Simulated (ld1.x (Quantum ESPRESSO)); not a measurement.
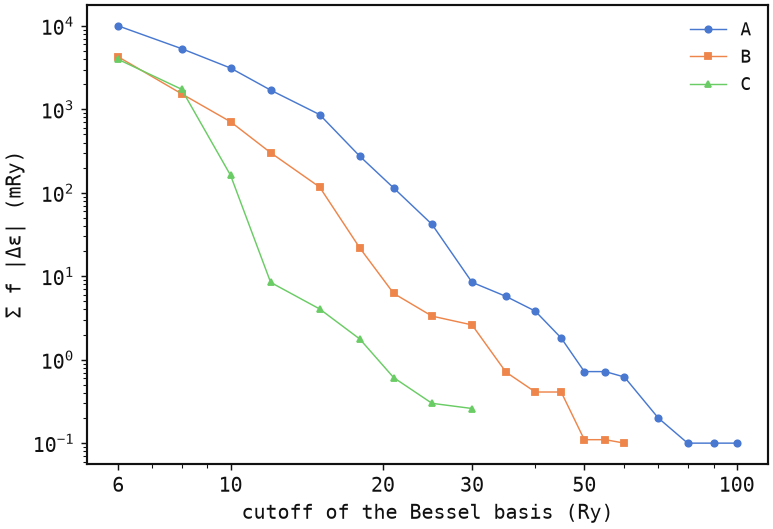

The occupation-weighted error of the valence levels in a spherical-Bessel basis for 3 variants of one potential.

Base settings:

```yaml
element: indium
generator: ld1.x (Quantum ESPRESSO) 7.5
type: ultrasoft
functional: PW91
relativity: scalar-relativistic
frozen_core: [Kr]
valence_charge: 13
reference_configuration: 4d10 5s2 5p1
partial_waves: 5s (bound): rcutus 2.10 bohr; 5s channel at 1.8 Ry: rcutus 2.10 bohr; 5p (bound): rcutus 3.25 bohr; 5p channel at 0.35 Ry: rcutus 3.25 bohr; 4d (bound): rcutus 1.95 bohr; 4d channel at 0.25 Ry: rcutus 1.95 bohr
local_potential: all-electron potential smoothed inside 2.10 bohr (lloc = -1)
core_correction: Bessel-smoothed model core inside 1.10 bohr
augmentation_charge: PSQ, radius 1.65 bohr
```

Question: Match the curves to these variants:
1. base
2. waves 4d (bound): rcutus 2.80 bohr; 4d channel at 0.25 Ry: rcutus 2.80 bohr
3. all radii scaled by 1.15 (s 2.42, p 3.74, d 2.24 bohr)

Answer: A = 1, B = 3, C = 2.

Question: What did the other tests of these runs give?

Answer: A: loose cutoff 30 Ry; bound ghosts none; largest test error -25 meV. B: loose cutoff 21 Ry; bound ghosts none; largest test error -68 meV. C: loose cutoff 12 Ry; bound ghosts none; test run stopped at test 1 of 7 (negative rho). The loose cutoff is the first of the cutoffs, on a coarse ladder, from which the occupation-weighted sum of valence levels, in a spherical-Bessel basis at the reference potential, stays within 10 and 1 mRy of its value at 400 Ry.
